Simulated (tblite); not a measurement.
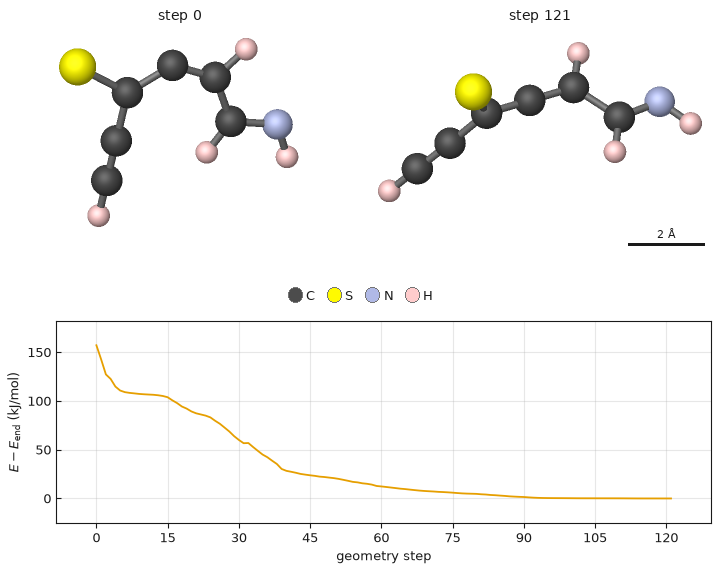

First and last geometry of a relaxation of C₆H₄NS (multiplicity 2), with the history of the run. A ball-and-stick model, seen at a tilt.

The calculation used GFN2-xTB geometry optimisation, gas phase (tblite 0.8.0). 

### Read the history and describe the run.

It converged. The largest move after the best rigid fit is that of an H atom, 1.96 Å. By element the largest moves are H 1.96 Å, S 1.39 Å, C 1.35 Å, N 0.85 Å. Among the contacts that change: C–C 1.399 → 1.322 Å, C–S 1.671 → 1.739 Å, C–N 1.303 → 1.257 Å, C–H 1.125 → 1.084 Å. Bond angles that change, for instance: C–C–C 128.4° → 175.7°, C–C–H 124.9° → 115.2°, N–C–H 116.3° → 125.8°. The energy falls by 157.2 kJ/mol in 121 geometry steps. The run took 0.83 s on 1 thread of Arm Neoverse V1, on a shared host.
